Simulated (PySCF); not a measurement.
# Be⁺: dipole response in aug-cc-pVDZ

Aim: the static polarisability and the C₆ coefficient of Be⁺, method by method.

Program: PySCF 2.14.0. Level of theory: unrestricted determinants in a Gaussian basis, no spin-orbit coupling in the energies. These are calculated values, not measurements, unless marked.

### Step 1. The atom as given

- Element: beryllium (Z = 4)
- Basis: aug-cc-pVDZ
- Hamiltonian: the non-relativistic Hamiltonian (point nucleus)
- State 1: Be⁺: [He] 2s1, 2S determinant
- Methods: UHF, PBE, PBE0, wB97X

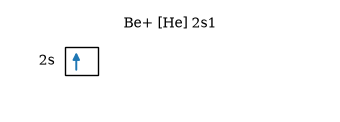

The shells outside the core, filled by Hund's rule for the drawing.

The runs were made by one driver on top of PySCF. The scripts below sum up each run's settings (the driver also hands on starting orbitals that pick excited configurations, and frozen orbitals as a list rather than a count), and the logs come from the driver's own runs. The driver starts from symmetry-adapted Hartree-Fock orbitals, holds the occupation by maximum overlap and uses a logarithmic radial grid for functionals, so a plain start would take other cycles.

The integrals over 23 functions and the set-up took 0.08 s of CPU time.

### Step 2. Be⁺: the ladder of methods

**UHF**

Input file input.py:

```python
from pyscf import gto, scf, dft, mp, cc
import basis_set_exchange as bse
mol = gto.M(atom="Be 0 0 0", charge=1, spin=1, symmetry="D2h",
            basis=gto.basis.parse(bse.get_basis("aug-cc-pVDZ", elements=["Be"], fmt="nwchem")))
mf = scf.UHF(mol)
mf.irrep_nelec = {'Ag': (2, 1)}
mf.kernel()
```

The log of the run:

```text
damping factor = 0
level_shift factor = 0
DIIS = <class 'pyscf.scf.diis.CDIIS'>
diis_start_cycle = 1
diis_space = 10
diis_damp = 0
SCF conv_tol = 1e-09
SCF conv_tol_grad = None
number electrons alpha = 2  beta = 1
cycle= 1 E= -14.2756324403963  delta_E= -2.89e-11  |g|= 1e-06  |ddm|= 2.39e-05
converged SCF energy = -14.2756324403963  <S^2> = 0.75000094  2S+1 = 2.0000009
```

CPU time 0.3 s on a shared host, the integrals not counted.

Orbital energies by shell (radii are means over both spins):

```csv
shell,electrons,mean orbital energy (eV),spread (eV),rms radius (bohr)
1s α,1,-140.54,0,0.482
1s β,1,-139.67,0,0.482
2s α,1,-18.092,0,2.50
```

⟨S²⟩ = 0.750, ⟨L²⟩ = 0.00.

The driver then solved the coupled dipole response at imaginary frequencies: mean α = 25.35 bohr³, C₆ = 73.17 au for a like pair.

**PBE**

input.py, as changed from the run before:

```diff
@@ -4,3 +4,3 @@
             basis=gto.basis.parse(bse.get_basis("aug-cc-pVDZ", elements=["Be"], fmt="nwchem")))
-mf = scf.UHF(mol)
+mf = dft.UKS(mol, xc="PBE")
 mf.irrep_nelec = {'Ag': (2, 1)}
```

The log of the run:

```text
damping factor = 0
level_shift factor = 0
DIIS = <class 'pyscf.scf.diis.CDIIS'>
diis_start_cycle = 1
diis_space = 10
diis_damp = 0
SCF conv_tol = 1e-09
SCF conv_tol_grad = None
number electrons alpha = 2  beta = 1
XC functionals = PBE
    J. P. Perdew, K. Burke, and M. Ernzerhof.,  Phys. Rev. Lett. 77, 3865 (1996)
    J. P. Perdew, K. Burke, and M. Ernzerhof.,  Phys. Rev. Lett. 78, 1396 (1997)
    J. P. Perdew, K. Burke, and M. Ernzerhof.,  Phys. Rev. Lett. 77, 3865 (1996)
    J. P. Perdew, K. Burke, and M. Ernzerhof.,  Phys. Rev. Lett. 78, 1396 (1997)
cycle= 1 E= -14.2954844323342  delta_E= -0.000592  |g|= 0.000529  |ddm|= 0.153
cycle= 2 E= -14.2954845937715  delta_E= -1.61e-07  |g|= 1.63e-05  |ddm|= 0.008
cycle= 3 E= -14.2954845938454  delta_E= -7.4e-11  |g|= 1.42e-07  |ddm|= 5.43e-05
converged SCF energy = -14.2954845938454  <S^2> = 0.75000029  2S+1 = 2.0000003
```

CPU time 0.18 s on a shared host, the integrals not counted.

The driver then solved the coupled dipole response at imaginary frequencies: mean α = 22.07 bohr³, C₆ = 59.60 au for a like pair.

**PBE0**

input.py, as changed from the run before:

```diff
@@ -4,3 +4,3 @@
             basis=gto.basis.parse(bse.get_basis("aug-cc-pVDZ", elements=["Be"], fmt="nwchem")))
-mf = dft.UKS(mol, xc="PBE")
+mf = dft.UKS(mol, xc="PBE0")
 mf.irrep_nelec = {'Ag': (2, 1)}
```

The log of the run:

```text
damping factor = 0
level_shift factor = 0
DIIS = <class 'pyscf.scf.diis.CDIIS'>
diis_start_cycle = 1
diis_space = 10
diis_damp = 0
SCF conv_tol = 1e-09
SCF conv_tol_grad = None
number electrons alpha = 2  beta = 1
XC functionals = PBE0
    C. Adamo and V. Barone.,  J. Chem. Phys. 110, 6158 (1999)
    M. Ernzerhof and G. E. Scuseria.,  J. Chem. Phys. 110, 5029 (1999)
cycle= 1 E= -14.3039812020964  delta_E= -0.000323  |g|= 0.00107  |ddm|= 0.129
cycle= 2 E= -14.3039820297218  delta_E= -8.28e-07  |g|= 8.2e-05  |ddm|= 0.0163
cycle= 3 E= -14.3039820394192  delta_E= -9.7e-09  |g|= 3.47e-06  |ddm|= 0.00204
cycle= 4 E= -14.3039820394439  delta_E= -2.46e-11  |g|= 3.59e-08  |ddm|= 0.000104
converged SCF energy = -14.3039820394439  <S^2> = 0.75  2S+1 = 2
```

CPU time 0.28 s on a shared host, the integrals not counted.

The driver then solved the coupled dipole response at imaginary frequencies: mean α = 22.73 bohr³, C₆ = 62.20 au for a like pair.

**wB97X**

input.py, as changed from the run before:

```diff
@@ -4,3 +4,3 @@
             basis=gto.basis.parse(bse.get_basis("aug-cc-pVDZ", elements=["Be"], fmt="nwchem")))
-mf = dft.UKS(mol, xc="PBE0")
+mf = dft.UKS(mol, xc="WB97X")
 mf.irrep_nelec = {'Ag': (2, 1)}
```

The log of the run:

```text
damping factor = 0
level_shift factor = 0
DIIS = <class 'pyscf.scf.diis.CDIIS'>
diis_start_cycle = 1
diis_space = 10
diis_damp = 0
SCF conv_tol = 1e-09
SCF conv_tol_grad = None
number electrons alpha = 2  beta = 1
XC functionals = WB97X
    J.-D. Chai and M. Head-Gordon.,  J. Chem. Phys. 128, 084106 (2008)
cycle= 1 E= -14.3349150890494  delta_E= -4.71e-05  |g|= 0.00084  |ddm|= 0.0348
cycle= 2 E= -14.3349153540587  delta_E= -2.65e-07  |g|= 9.91e-05  |ddm|= 0.00694
cycle= 3 E= -14.3349153668499  delta_E= -1.28e-08  |g|= 2.03e-05  |ddm|= 0.00216
cycle= 4 E= -14.33491536768  delta_E= -8.3e-10  |g|= 1.23e-06  |ddm|= 0.000653
converged SCF energy = -14.33491536768  <S^2> = 0.75000367  2S+1 = 2.0000037
```

CPU time 0.3 s on a shared host, the integrals not counted.

The driver then solved the coupled dipole response at imaginary frequencies: mean α = 24.67 bohr³, C₆ = 71.49 au for a like pair.

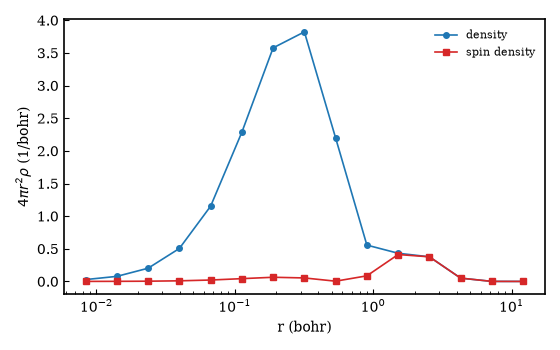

Radial density 4πr²ρ of Be⁺ at UHF, at 15 stored radii joined by straight lines.

### Step 3. The response side by side

Be⁺, in atomic units:

```csv
method,mean α,C₆ (like pair),S(−4)
UHF,25.35,73.17,1148
PBE,22.07,59.60,870.3
PBE0,22.73,62.20,923.1
wB97X,24.67,71.49,1050
```

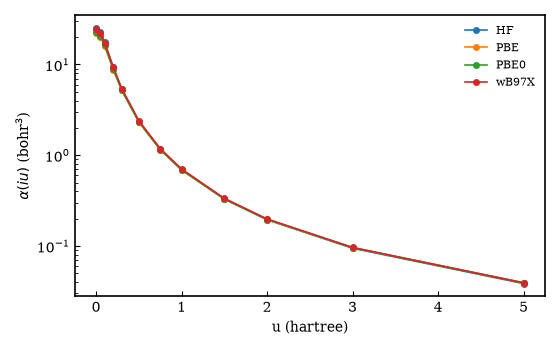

α(iu) of Be⁺, the polarisability at imaginary frequency, on a logarithmic scale.

### Step 4. Summary of results

```
quantity                             value
α of Be⁺  22.07 (PBE) to 25.35 (UHF) bohr³
```

What this shows: A single London oscillator with the computed α and C₆ of Be⁺ at UHF would have ω = 4 C₆ / (3 α²) = 0.152 hartree. The basis is finite, and no extrapolation was made.
